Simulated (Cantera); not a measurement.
A closed system holds: 1 mol Si, 6.8 mol HCl, 0.14 mol H2, equilibrated at 0.100 bar.

Equilibrium computed with Cantera from the NASA thermochemical tables; the gas is ideal and each condensed phase is pure. Candidate condensed phases: Si; 19 gas species. The tables' values for SiCl3 are old estimates; treat these amounts as uncertain. Equilibrium is a limit: real reactors are often held back by kinetics, nucleation or transport.

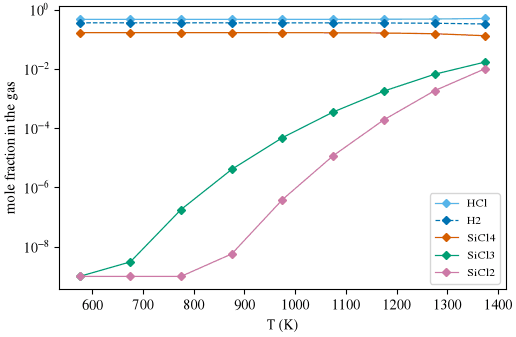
Equilibrium gas composition (values under 1e-9 drawn at 1e-9)

From 575 K to 1375 K nothing is condensed. The main Si-bearing gas is SiCl4 throughout.
